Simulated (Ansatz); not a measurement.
**A computed series for Si: response to strain**

Base system: Si in the diamond structure (space group Fd-3m, No. 227).

```xyz
2
Lattice="0.0000 2.7222 2.7222 2.7222 0.0000 2.7222 2.7222 2.7222 0.0000" Properties=species:S:1:pos:R:3 pbc="T T T"
Si     2.7222     2.7222     2.7222
Si     4.0832     4.0832     4.0832
```

Cartesian axes are those of the cell as printed.

Strains are applied to the cell and any free atomic positions relax; under biaxial strain the out-of-plane vector relaxes too.

Method: r2SCAN (Ansatz, a first-principles code, PAW, no spin-orbit coupling).

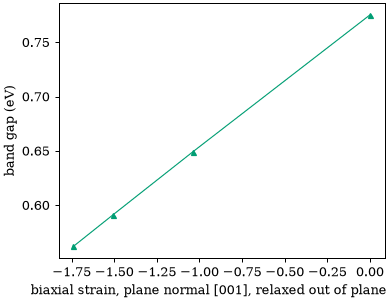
Figure. Band gap against biaxial strain, plane normal [001], relaxed out of plane

Question: From the plot, what is the band gap for biaxial strain −1.74 %, plane normal [001], relaxed out of plane?

Answer: About 0.56 eV.

Question: Is the trend monotonic over the range shown?

Answer: Yes, it rises throughout, spanning 0.56 eV to 0.78 eV.

Stability against distortions was not tested.
